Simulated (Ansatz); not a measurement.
Geometry relaxation of CH₅AlClFO (part 2 of 2)

The same run, continued: CH₅AlClFO; RKS PBE-D4/def2-SVP (Ansatz 0.2.0). The input holds or restrains some coordinates. It belongs to a series of runs on one base structure; here: pulled along the bonds that form and break, towards end A.

Trajectory as extended XYZ, continued
```
10
Properties=species:S:1:pos:R:3:forces:R:3 step=5 energy=-24980.20747
Al   -0.2109   -0.4014   -0.4390    0.3536   0.9181  -1.0220
F     0.6718    0.4045   -1.7076   -0.4063  -0.2061   0.7688
C     0.8409   -0.9456    1.0862    0.1396  -0.3122  -0.0122
O    -1.8265   -0.6302   -0.8120   -0.3619  -0.2966   0.2166
H     0.2515    2.4277   -0.9573   -0.0229  -0.0730   0.0445
Cl   -0.3356    3.0797    0.0181    0.1069  -0.2839  -0.1628
H     0.3266   -0.9387    2.0662   -0.0729   0.0065  -0.0386
H     1.1901   -1.9897    0.8909   -0.0403   0.1665   0.1111
H     1.7493   -0.3107    1.1514   -0.0639  -0.0077   0.0022
H    -2.6573   -0.6957   -1.2969    0.3682   0.0885   0.0923
10
Properties=species:S:1:pos:R:3:forces:R:3 step=6 energy=-24980.22353
Al   -0.2169   -0.4427   -0.4971    0.5884   1.1893  -0.6190
F     0.6687    0.5208   -1.6626   -0.6922  -0.5983   0.6043
C     0.8205   -0.9631    1.0601   -0.0331  -0.0862  -0.0951
O    -1.8437   -0.7767   -0.7566    0.4161  -0.2149   0.4057
H     0.3042    2.5877   -1.0651   -0.1458  -0.0738   0.4478
Cl   -0.2020    3.0352    0.0716    0.1552  -0.2478  -0.4449
H     0.2358   -0.9395    2.0014   -0.0220  -0.0406  -0.0453
H     1.2189   -1.9902    0.9203    0.0195   0.0074   0.0897
H     1.6833   -0.2728    1.1595   -0.0257  -0.0353  -0.0032
H    -2.6690   -0.7588   -1.2314   -0.2602   0.1002  -0.3401
10
Properties=species:S:1:pos:R:3:forces:R:3 step=7 energy=-24980.23015
Al   -0.2229   -0.3731   -0.4959    0.5910   0.6010  -0.8930
F     0.6603    0.4588   -1.7671   -0.7280  -0.2986   0.9469
C     0.8189   -0.9375    1.0437   -0.0321   0.0844  -0.0162
O    -1.8390   -0.7742   -0.7404    0.1864  -0.1049   0.3266
H     0.3556    2.4537   -0.9381   -0.4408   0.3660   0.7418
Cl   -0.2342    3.1067    0.0857    0.4983  -0.7660  -0.8923
H     0.2215   -0.9165    1.9779    0.0227  -0.0069  -0.0230
H     1.2105   -1.9691    0.9114   -0.0395   0.0530  -0.0269
H     1.6878   -0.2565    1.1575   -0.0156  -0.0506   0.0552
H    -2.6585   -0.7924   -1.2347   -0.0422   0.1225  -0.2191
10
Properties=species:S:1:pos:R:3:forces:R:3 step=8 energy=-24980.34756
Al   -0.2363   -0.3990   -0.5085    0.4122   0.6208  -0.4983
F     0.4720    0.4945   -1.8245   -0.4276  -0.3255   0.7472
C     0.8157   -0.9139    1.0415   -0.0242   0.0681   0.1156
O    -1.8538   -0.9310   -0.6220   -0.5367   0.1954  -0.4814
H     0.3663    2.4944   -0.9851   -0.0411  -0.0998   0.0630
Cl   -0.0960    3.0687    0.0984    0.0370  -0.2439  -0.1615
H     0.1590   -0.9797    1.9378    0.0461  -0.0115  -0.1210
H     1.2614   -1.9173    0.8857    0.0258  -0.0409  -0.0059
H     1.6418   -0.2101    1.2757   -0.0645  -0.0160  -0.0945
H    -2.5303   -0.7065   -1.2991    0.5730  -0.1466   0.4368
10
Properties=species:S:1:pos:R:3:forces:R:3 step=9 energy=-24980.35295
Al   -0.2597   -0.4129   -0.4556    0.2040   0.7306  -0.8471
F     0.4395    0.4534   -1.8041   -0.3847  -0.3729   0.8639
C     0.8306   -0.9335    1.0573   -0.0438  -0.0700  -0.0444
O    -1.9202   -0.8263   -0.5887    0.2911  -0.0714   0.1917
H     0.3730    2.4702   -0.9940   -0.1562  -0.0122   0.2223
Cl   -0.1373    3.0699    0.0633    0.1497  -0.3450  -0.3135
H     0.1904   -1.0519    1.9529    0.0031   0.0025   0.0654
H     1.3292   -1.9085    0.8716   -0.0048   0.0325  -0.0156
H     1.6160   -0.1838    1.2722    0.0132   0.0285   0.0127
H    -2.4617   -0.6765   -1.3749   -0.0718   0.0774  -0.1352
10
Properties=species:S:1:pos:R:3:forces:R:3 step=10 energy=-24980.36116
Al   -0.2645   -0.4118   -0.4547    0.4146   0.6753  -0.7439
F     0.4496    0.4396   -1.8019   -0.4083  -0.3178   0.8309
C     0.8213   -0.9349    1.0607   -0.0094   0.0006  -0.0106
O    -1.9107   -0.8513   -0.5918   -0.0188  -0.0016  -0.0099
H     0.3666    2.4614   -1.0082   -0.1332  -0.0093   0.2209
Cl   -0.1226    3.0723    0.0524    0.1311  -0.3507  -0.3138
H     0.1882   -1.1020    1.9546    0.0021  -0.0004   0.0140
H     1.3596   -1.8813    0.8455    0.0111  -0.0015  -0.0055
H     1.5786   -0.1618    1.2990   -0.0037   0.0028   0.0068
H    -2.4663   -0.6302   -1.3556    0.0145   0.0026   0.0111
```

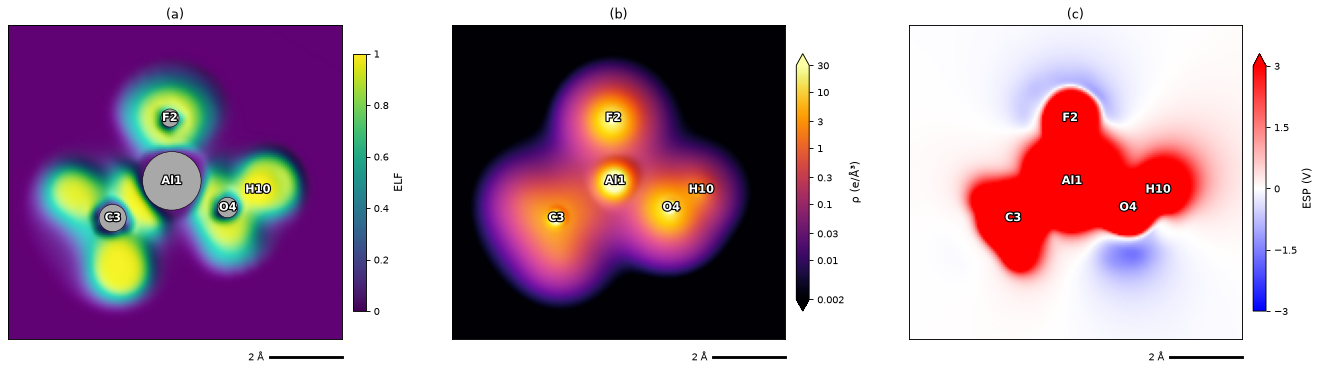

Figure 1. (a) ELF; (b) total electron density; (c) molecular electrostatic potential on the plane of atoms C3, Al1 and O4. Grey discs, where drawn, cover atomic cores. Al–F (1.75 Å): ρ at the midpoint is about 0.67 e/Å³; the ELF peaks at about 0.85 in the valence shell of F, 0.6 Å from its nucleus, and is about 0.35 at the midpoint. C–Al (1.94 Å): ρ at the midpoint is about 0.73 e/Å³; the ELF peaks at about 0.95 between the atoms, which marks a shared but strongly polarised pair.

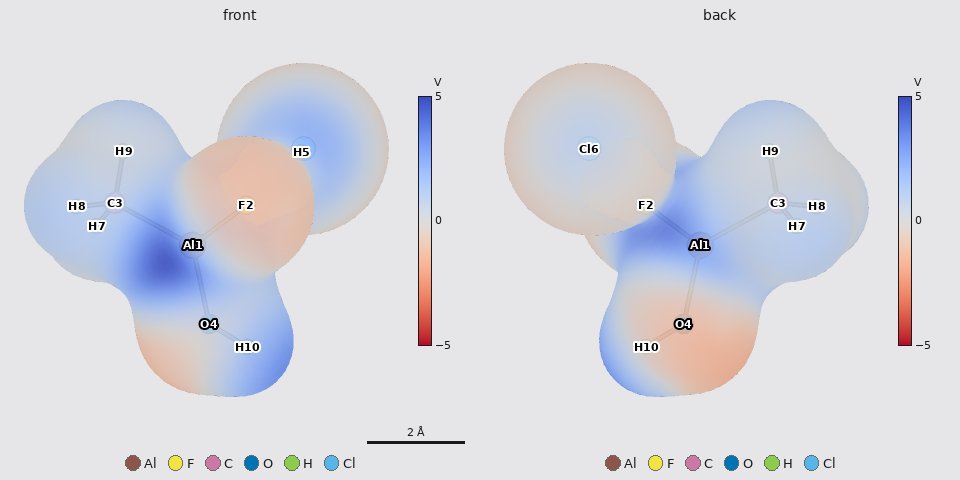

Figure 2. The electrostatic potential painted on the density surface at 0.004 e/bohr³, seen at a tilt and from behind; the colour scale runs from red (negative) to blue (positive).

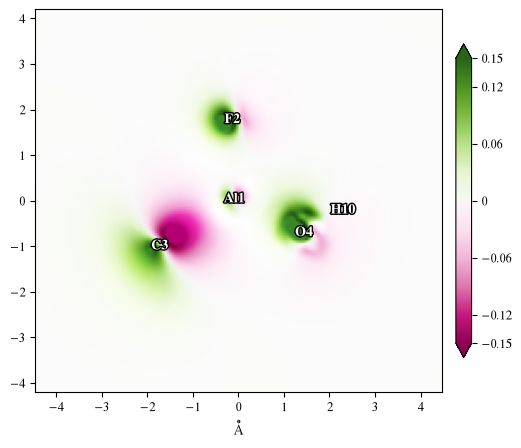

Figure 3. The HOMO on the plane of atoms C3, Al1 and O4 (values in Å⁻³ᐟ²; the overall sign is arbitrary). Its energy is −7.36 eV.

This output came from the following input.

Input
```yaml
crystal:
  periodic: [false, false, false]
  atoms:
    - { symbol: Al, position_ang: [-0.3609, -0.0252, -0.2056] }
    - { symbol: F, position_ang: [0.7463, 0.8149, -1.7973] }
    - { symbol: C, position_ang: [0.8416, -0.8761, 1.1049] }
    - { symbol: O, position_ang: [-1.7841, -0.4704, -0.869] }
    - { symbol: H, position_ang: [0.3581, 1.7867, -1.214] }
    - { symbol: Cl, position_ang: [-0.4441, 2.5539, 0.1397] }
    - { symbol: H, position_ang: [0.3991, -0.8929, 2.1017] }
    - { symbol: H, position_ang: [1.0823, -1.905, 0.8399] }
    - { symbol: H, position_ang: [1.7788, -0.3212, 1.1707] }
    - { symbol: H, position_ang: [-2.6172, -0.6647, -1.271] }
basis:
  gaussian: { orbitals: def2-SVP }
hamiltonian:
  xc: pbe
  dispersion: d4
relax:
  f_tol: 0.15
  max_steps: 25
  restrain:
    - { distance: [0, 5], at: 3.53, k: 30.0 }
    - { distance: [4, 1], at: 2.18, k: 30.0 }
    - { distance: [0, 1], at: 1.78, k: 30.0 }
    - { distance: [4, 5], at: 1.33, k: 30.0 }
output:
  orbitals: {}
```

Command:
```bash
ansatz run input.yaml --threads 2 --pin off --max-ram 3072MiB --backend cpu --events-out ev --progress --plain --runs-dir out
```

Key numbers

- outcome: converged under the restraints of the input
- total energy: −24980.3612 eV
- mean-field energy: −24980.1909 eV
- largest force (length of the vector) at the end, held atoms and coordinates included: 1.087 eV/Å
- hardware: 2 threads of Intel Xeon (Sapphire Rapids), 16 GiB of memory available, shared host
- wall time: 15 s (CPU time 27 s)
- peak memory: 0.2 GiB
